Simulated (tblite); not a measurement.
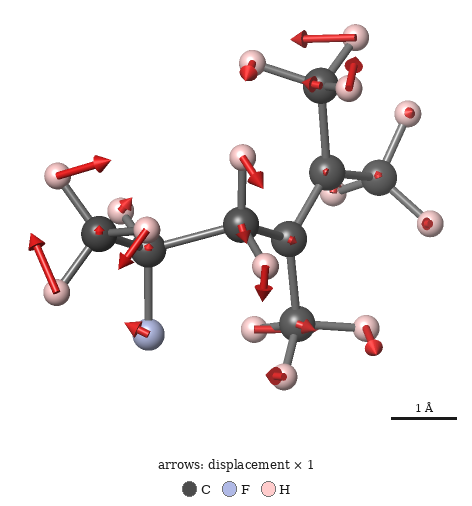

This is a relaxation of C₈H₁₅F. The starting structure is drawn; red arrows show the displacements, at their true length. The two geometries are superimposed by the best rigid fit.

The picture is a ball-and-stick view, seen from a free direction.

Computed with GFN2-xTB geometry optimisation, gas phase (tblite). 

**What did the optimiser do to the structure, and how much energy did it gain?**

An H atom moves most after the best rigid fit: 1.10 Å. By element the largest moves are H 1.10 Å, F 0.43 Å, C 0.35 Å. Near-neighbour distances that change, for instance: C–H 1.133 → 1.088 Å, C–C 1.477 → 1.504 Å, C–H 1.113 → 1.088 Å, C–C 1.516 → 1.533 Å. Among the angles between lasting bonds that change: C–C–C 123.5° → 114.3°, H–C–H 114.5° → 108.3°, C–C–C 117.9° → 122.9°. Groups turn about C–C by about 50°, C–C by about 40°, C–C by about 40°. Over 217 geometry steps the energy falls by 17.3 kcal/mol.
